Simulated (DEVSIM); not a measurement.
Device: Ru/SiO2/n-Ge capacitor, at 300 K.

```csv
layer (left to right),material,thickness (nm),Nd (cm⁻³)
1,SiO2,5.00,-
2,Ge,3500,2.9e16
```

Metal gate on the left, work function 4.7 eV. Fixed charge at the semiconductor interface 2.1e11 cm⁻² (in units of +e); no interface traps.

The device is made up for the run: typed textbook-type constants, with dimensions and the other settings drawn at random. Values at 300 K.

| parameter | SiO2 | Ge |
|---|---|---|
| gap (eV) | 9 | 0.664 |
| affinity (eV) | 0.9 | 4 |
| permittivity | 3.9 | 16 |
| Nc (cm⁻³) | - | 1.04e19 |
| Nv (cm⁻³) | - | 6e18 |

DEVSIM, 1D Poisson equation in equilibrium, Boltzmann statistics, complete ionisation; no quantum confinement or tunnelling. Metal contacts follow the ideal Schottky-Mott rule: no Fermi-level pinning, no interface dipoles.

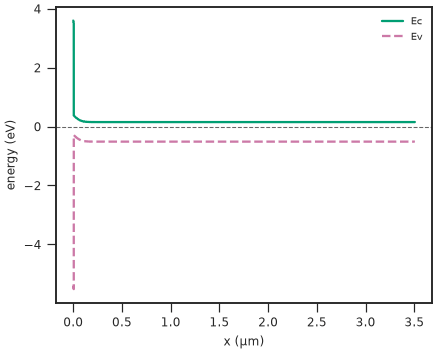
Figure: Band edges at 0.2 V on the gate

Energies count from the Fermi level of the right contact; mesh points crowd at the junctions.

```json
[
 {"x (μm)": "0.000", "Ec (eV)": "3.600", "Ev (eV)": "-5.400", "n (cm⁻³)": "< 1e2", "p (cm⁻³)": "< 1e2", "field (V/cm)": "-250000"},
 {"x (μm)": "0.001126", "Ec (eV)": "3.572", "Ev (eV)": "-5.428", "n (cm⁻³)": "< 1e2", "p (cm⁻³)": "< 1e2", "field (V/cm)": "-250000"},
 {"x (μm)": "0.002665", "Ec (eV)": "3.534", "Ev (eV)": "-5.465", "n (cm⁻³)": "< 1e2", "p (cm⁻³)": "< 1e2", "field (V/cm)": "-250000"},
 {"x (μm)": "0.004197", "Ec (eV)": "3.497", "Ev (eV)": "-5.503", "n (cm⁻³)": "< 1e2", "p (cm⁻³)": "< 1e2", "field (V/cm)": "-250000"},
 {"x (μm)": "0.005582", "Ec (eV)": "0.375", "Ev (eV)": "-0.289", "n (cm⁻³)": "5.2e12", "p (cm⁻³)": "8.4e13", "field (V/cm)": "-36000"},
 {"x (μm)": "0.007639", "Ec (eV)": "0.368", "Ev (eV)": "-0.296", "n (cm⁻³)": "6.9e12", "p (cm⁻³)": "6.3e13", "field (V/cm)": "-35000"},
 {"x (μm)": "0.01184", "Ec (eV)": "0.353", "Ev (eV)": "-0.311", "n (cm⁻³)": "1.2e13", "p (cm⁻³)": "3.6e13", "field (V/cm)": "-34000"},
 {"x (μm)": "0.02596", "Ec (eV)": "0.309", "Ev (eV)": "-0.355", "n (cm⁻³)": "6.8e13", "p (cm⁻³)": "6.4e12", "field (V/cm)": "-29000"},
 {"x (μm)": "0.05206", "Ec (eV)": "0.243", "Ev (eV)": "-0.421", "n (cm⁻³)": "8.5e14", "p (cm⁻³)": "5.1e11", "field (V/cm)": "-21000"},
 {"x (μm)": "0.1090", "Ec (eV)": "0.171", "Ev (eV)": "-0.493", "n (cm⁻³)": "1.4e16", "p (cm⁻³)": "3.1e10", "field (V/cm)": "-6000"},
 {"x (μm)": "0.2253", "Ec (eV)": "0.152", "Ev (eV)": "-0.512", "n (cm⁻³)": "2.9e16", "p (cm⁻³)": "1.5e10", "field (V/cm)": "-120"},
 {"x (μm)": "0.6158", "Ec (eV)": "0.152", "Ev (eV)": "-0.512", "n (cm⁻³)": "2.9e16", "p (cm⁻³)": "1.5e10", "field (V/cm)": "≈ 0"},
 {"x (μm)": "1.338", "Ec (eV)": "0.152", "Ev (eV)": "-0.512", "n (cm⁻³)": "2.9e16", "p (cm⁻³)": "1.5e10", "field (V/cm)": "≈ 0"},
 {"x (μm)": "2.416", "Ec (eV)": "0.152", "Ev (eV)": "-0.512", "n (cm⁻³)": "2.9e16", "p (cm⁻³)": "1.5e10", "field (V/cm)": "≈ 0"},
 {"x (μm)": "3.112", "Ec (eV)": "0.152", "Ev (eV)": "-0.512", "n (cm⁻³)": "2.9e16", "p (cm⁻³)": "1.5e10", "field (V/cm)": "≈ 0"},
 {"x (μm)": "3.319", "Ec (eV)": "0.152", "Ev (eV)": "-0.512", "n (cm⁻³)": "2.9e16", "p (cm⁻³)": "1.5e10", "field (V/cm)": "≈ 0"},
 {"x (μm)": "3.420", "Ec (eV)": "0.152", "Ev (eV)": "-0.512", "n (cm⁻³)": "2.9e16", "p (cm⁻³)": "1.5e10", "field (V/cm)": "≈ 0"},
 {"x (μm)": "3.465", "Ec (eV)": "0.152", "Ev (eV)": "-0.512", "n (cm⁻³)": "2.9e16", "p (cm⁻³)": "1.5e10", "field (V/cm)": "≈ 0"},
 {"x (μm)": "3.492", "Ec (eV)": "0.152", "Ev (eV)": "-0.512", "n (cm⁻³)": "2.9e16", "p (cm⁻³)": "1.5e10", "field (V/cm)": "≈ 0"},
 {"x (μm)": "3.499", "Ec (eV)": "0.152", "Ev (eV)": "-0.512", "n (cm⁻³)": "2.9e16", "p (cm⁻³)": "1.5e10", "field (V/cm)": "≈ 0"},
 {"x (μm)": "3.503", "Ec (eV)": "0.152", "Ev (eV)": "-0.512", "n (cm⁻³)": "2.9e16", "p (cm⁻³)": "1.5e10", "field (V/cm)": "≈ 0"},
 {"x (μm)": "3.505", "Ec (eV)": "0.152", "Ev (eV)": "-0.512", "n (cm⁻³)": "2.9e16", "p (cm⁻³)": "1.5e10", "field (V/cm)": "≈ 0"}
]
```
